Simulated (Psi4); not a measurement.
# MP2/def2-TZVPD (density fitting, core potential, density fitting for correlation) run of C2H3In (SMILES C#[C][InH2])

What is the energy change on altering one bond length of C2H3In at MP2/def2-TZVPD (density fitting, core potential, density fitting for correlation)? 

The results are computed with Psi4 1.11.

3 further runs of the same task are left out: 3 set aside as unsound or not needed.

**1. The system as given**

C2H3In: 6 atoms, total charge 0, spin state singlet. As SMILES, `C#[C][InH2]`. The coordinates come from a PBE0-D4/def2-TZVP relaxation.

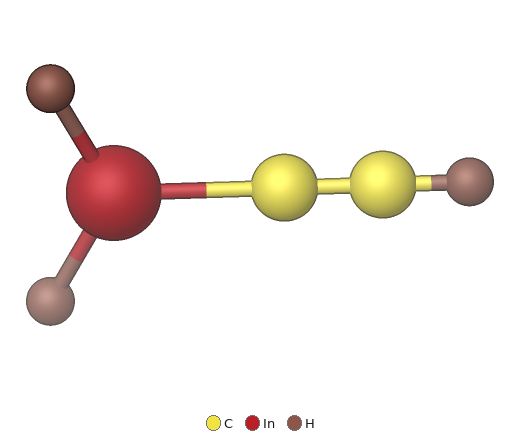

The structure, seen from a chosen angle (carbon yellow, indium red, hydrogen brown).

**2. Energy and gradient at MP2/def2-TZVPD (density fitting, core potential, density fitting for correlation)**

Contents of input.json:

```json
{
  "schema_name": "qcschema_input",
  "schema_version": 1,
  "molecule": {
    "schema_name": "qcschema_molecule",
    "schema_version": 2,
    "symbols": ["C", "C", "In", "H", "H", "H"],
    "geometry": [-0.35262289, -3.64339197, 0.02853486, -0.13303672, -1.36702788, 0.01114938, 0.24925488, 2.57739746, -0.0200311, -0.54613085, -5.64952522, 0.04403062, 1.27273054, 3.93346493, -2.77562973, -0.49019496, 4.14889371, 2.71175699],
    "molecular_charge": 0,
    "molecular_multiplicity": 1
  },
  "driver": "gradient",
  "model": {
    "method": "mp2",
    "basis": "def2-TZVPD"
  },
  "keywords": {
    "scf_type": "df",
    "num_frozen_docc": 6,
    "mp2_type": "df"
  }
}
```

Run with:

```console
$ psi4 --qcschema input.json -n 1 --memory 1600MB
```

stdout:

```text
[...]
    !!!  WARNING: ECP capability is in beta. Please check occupations closely.  !!!
[...]
  Running in c1 symmetry.
[...]
  Nuclear repulsion =   91.358346432264852
[...]
  Multiplicity = 1
[...]
  Nalpha       = 18
  Nbeta        = 18
[...]
    Number of basis functions: 157
[...]
   @DF-RHF iter   1:  -266.48434088734291   -1.62428e+00   3.54162e-03 ADIIS/DIIS
[...]
   @DF-RHF iter  15:  -266.63283372689239    1.36424e-12   8.61962e-11 DIIS
[...]
    Orbital Energies [Eh]
    ---------------------
    Doubly Occupied:
       1A    -11.225334     2A    -11.210846     3A     -5.393365
       4A     -3.655440     5A     -3.645819     6A     -3.644967
       7A     -1.047902     8A     -1.037936     9A     -1.036881
      10A     -1.034998    11A     -1.031685    12A     -0.999506
      13A     -0.722812    14A     -0.595012    15A     -0.461728
      16A     -0.429459    17A     -0.391989    18A     -0.382276
[...]
  @DF-RHF Final Energy:  -266.63283372689239
   => Energetics <=
    Nuclear Repulsion Energy =             91.3583464322648524
    One-Electron Energy =                -620.0864498678291739
    Two-Electron Energy =                 262.0952697086719354
    Total Energy =                       -266.6328337268923860
[...]
 Multipole Moments:
 ------------------------------------------------------------------------------------
     Multipole            Electronic (a.u.)      Nuclear  (a.u.)        Total (a.u.)
 ------------------------------------------------------------------------------------
 L = 1.  Multiply by 2.5417464519 to convert [e a0] to [Debye]
 Dipole X            :          3.3016740           -3.2900290            0.0116450
 Dipole Y            :         34.1137680          -33.9949525            0.1188155
 Dipole Z            :         -0.2664927            0.2657071           -0.0007856
 Magnitude           :                                                    0.1193874
[...]
  -Total Gradient:
     Atom            X                  Y                   Z
    ------   -----------------  -----------------  -----------------
       1        0.002916023972     0.030245245763    -0.000235091152
       2       -0.003229652095    -0.033440148521     0.000255452820
       3        0.000000337334     0.000030471701     0.000014902803
       4        0.000009481696     0.000066188615     0.000000540683
       5        0.001133562626     0.001428349391    -0.003073705315
       6       -0.000829753534     0.001669893052     0.003037900160
[...]
```

The result, in JSON:

```text
{
 "driver": "gradient",
 "model": {
  "method": "mp2",
  "basis": "def2-TZVPD"
 },
 "success": true,
 "return_result": [0.002916023972469449, 0.030245245762574036, -0.00023509115196483936, -0.003229652094899709, -0.03344014852121313, 0.00025545282037855, 3.3733386964980225e-07, 3.047170129671234e-05, 1.4902803070568907e-05, 9.481696298952998e-06, 6.618861490240331e-05, 5.406831737406537e-07, 0.00113356262633526, 0.001428349391344095, -0.003073705314856333, -0.0008297535341059662, 0.0016698930516743996, 0.0030379001603464597],
 "properties": {
  "calcinfo_nbasis": 157,
  "calcinfo_nmo": 157,
  "calcinfo_nalpha": 18,
  "calcinfo_nbeta": 18,
  "calcinfo_natom": 6,
  "nuclear_repulsion_energy": 91.35834643226485,
  "return_energy": -267.2178442460376,
  "return_gradient": [0.002916023972469449, 0.030245245762574036, -0.00023509115196483936, -0.003229652094899709, -0.03344014852121313, 0.00025545282037855, 3.3733386964980225e-07, 3.047170129671234e-05, 1.4902803070568907e-05, 9.481696298952998e-06, 6.618861490240331e-05, 5.406831737406537e-07, 0.00113356262633526, 0.001428349391344095, -0.003073705314856333, -0.0008297535341059662, 0.0016698930516743996, 0.0030379001603464597],
  "scf_one_electron_energy": -620.0864498678292,
  "scf_two_electron_energy": 262.09526970867194,
  "scf_dipole_moment": [0.011644966672796908, 0.11881548053951718, -0.0007856331201189781],
  "scf_total_energy": -266.6328337268924,
  "scf_iterations": 15,
  "mp2_same_spin_correlation_energy": -0.16535987419943363,
  "mp2_opposite_spin_correlation_energy": -0.41965064494580345,
  "mp2_singles_energy": -4.0905552314768864e-22,
  "mp2_doubles_energy": -0.585010519145237,
  "mp2_correlation_energy": -0.585010519145237,
  "mp2_total_energy": -267.2178442460376
 }
}
```

It took 9.6 s on 1 thread of Intel Xeon Platinum 8488C (Sapphire Rapids), shared host; peak memory 0.39 GiB.

**3. The distorted shape at the same level**

Contents of c2h3in.py:

```python
import psi4

psi4.set_memory('1600 MB')
psi4.set_num_threads(1)
psi4.set_output_file('output.dat', False)

geom = psi4.geometry("""
0 1
C     -0.267520    -2.762916     0.021700
C     -0.151320    -1.558316     0.012500
In     0.131900     1.363900    -0.010600
H     -0.369920    -3.824516     0.029900
H      0.673500     2.081500    -1.468800
H     -0.259400     2.195500     1.435000
units angstrom
""")

psi4.set_options({
    'scf_type': 'df',
    'num_frozen_docc': 6,
    'mp2_type': 'df',
})

energy_value, wavefunction = psi4.gradient("mp2/def2-TZVPD", molecule=geom, return_wfn=True)
print('gradient / Eh bohr^-1')
print(energy_value.np.round(6))
print(f'energy = {wavefunction.energy():.10f} Eh')
```

Run with:

```console
$ python c2h3in.py
```

output.dat:

```text
[...]
    !!!  WARNING: ECP capability is in beta. Please check occupations closely.  !!!
[...]
  Running in c1 symmetry.
[...]
  Nuclear repulsion =   77.167469947285653
[...]
  Multiplicity = 1
[...]
  Nalpha       = 18
  Nbeta        = 18
[...]
    Number of basis functions: 157
[...]
   @DF-RHF iter   1:  -266.45681910669407   -1.81315e+00   2.97766e-03 DIIS/ADIIS
[...]
   @DF-RHF iter  15:  -266.56053114094277    1.02318e-12   2.44716e-11 DIIS
[...]
    Orbital Energies [Eh]
    ---------------------
    Doubly Occupied:
       1A    -11.185402     2A    -11.169690     3A     -5.449131
       4A     -3.710496     5A     -3.703019     6A     -3.699788
       7A     -1.096541     8A     -1.092537     9A     -1.088027
      10A     -1.087234    11A     -1.083381    12A     -0.956060
      13A     -0.671709    14A     -0.583426    15A     -0.459074
      16A     -0.407504    17A     -0.342329    18A     -0.342229
[...]
  @DF-RHF Final Energy:  -266.56053114094277
   => Energetics <=
    Nuclear Repulsion Energy =             77.1674699472856531
    One-Electron Energy =                -591.2008481688303618
    Two-Electron Energy =                 247.4728470806019232
    Total Energy =                       -266.5605311409427713
[...]
 Multipole Moments:
 ------------------------------------------------------------------------------------
     Multipole            Electronic (a.u.)      Nuclear  (a.u.)        Total (a.u.)
 ------------------------------------------------------------------------------------
 L = 1.  Multiply by 2.5417464519 to convert [e a0] to [Debye]
 Dipole X            :          4.5084808           -4.3079557            0.2005250
 Dipole Y            :         46.5656927          -44.4977123            2.0679804
 Dipole Z            :         -0.3649434            0.3487313           -0.0162121
 Magnitude           :                                                    2.0777430
[...]
  -Total Gradient:
     Atom            X                  Y                   Z
    ------   -----------------  -----------------  -----------------
       1        0.003146647620     0.032634707795    -0.000252684275
       2       -0.008664328384    -0.089523821072     0.000699544584
       3        0.003865857311     0.039936756031    -0.000297219494
       4        0.000004129414     0.000010887620     0.000000791903
       5        0.001359062242     0.008405987627    -0.001740968849
       6        0.000288631797     0.008535481996     0.001590536131
[...]
```

On the terminal:

```text
gradient / Eh bohr^-1
[[ 3.1470e-03  3.2635e-02 -2.5300e-04]
 [-8.6640e-03 -8.9524e-02  7.0000e-04]
 [ 3.8660e-03  3.9937e-02 -2.9700e-04]
 [ 4.0000e-06  1.1000e-05  1.0000e-06]
 [ 1.3590e-03  8.4060e-03 -1.7410e-03]
 [ 2.8900e-04  8.5350e-03  1.5910e-03]]
energy = -267.1398781502 Eh
```

Run time: 9 s. Hardware: 1 thread of Intel Xeon Platinum 8488C (Sapphire Rapids), shared host; peak memory 0.39 GiB.

**4. What came out**

At MP2/def2-TZVPD (density fitting, core potential, density fitting for correlation), 6 core orbitals frozen:

| quantity | value |
| --- | --- |
| first shape: total energy | -267.21784 Eh |
| first shape: correlation energy (6 core orbitals frozen) | -585.0 mEh |
| first shape: largest force on an atom | 1.728 eV/Å |
| distorted shape: total energy | -267.13988 Eh |
| distorted shape: correlation energy (6 core orbitals frozen) | -579.3 mEh |
| distorted shape: largest force on an atom | 4.625 eV/Å |
| energy change with the C2–In3 bond stretched from 2.097 to 2.936 Å | 2.122 eV |

What this shows: With the C2–In3 bond stretched from 2.097 to 2.936 Å the energy rises by 2.12 eV (205 kJ/mol). The first shape isn't relaxed at this level, so the change isn't measured from a minimum. The largest force (first shape) is 1.73 eV/Å: the shape isn't a stationary point for this species at this level.
